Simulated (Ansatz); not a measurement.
Cu (Fm-3m, No. 225): the input geometry of a calculation.

```cif
data_structure
_symmetry_space_group_name_H-M 'Fm-3m'
_symmetry_Int_Tables_number 225
_cell_length_a 3.5773
_cell_length_b 3.5773
_cell_length_c 3.5773
_cell_angle_alpha 90.000
_cell_angle_beta 90.000
_cell_angle_gamma 90.000
_cell_volume 45.78
loop_
_atom_site_label
_atom_site_type_symbol
_atom_site_symmetry_multiplicity
_atom_site_Wyckoff_symbol
_atom_site_fract_x
_atom_site_fract_y
_atom_site_fract_z
_atom_site_occupancy
Cu1 Cu 4 a 0.00000 0.00000 0.00000 1
```

**What will a projected-potential map along [001] show? Computed as the sum of neutral-atom potentials (tabulated electron scattering factors, B = 0.3 Å²) projected along the beam and smoothed by 0.25 Å; brighter is more positive.**

The columns repeat on a square net with a repeat of 1.79 Å (plane group p4mm). All columns are alike (Cu). The shortest distance between visible columns is 1.79 Å in projection. Along the beam the structure repeats every 3.58 Å.

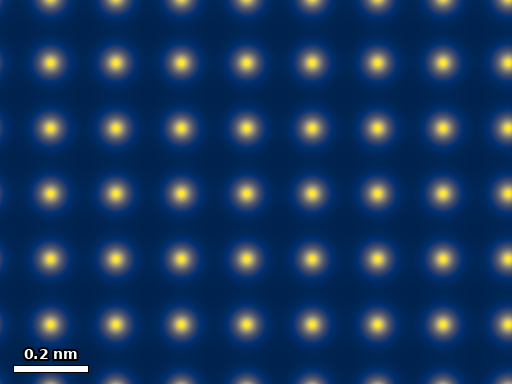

The simulated image.

**What mean inner potential do neutral atoms give for this crystal?**

About 23 V (the sum of the forward scattering factors over the cell volume; bonding usually lowers the true value).
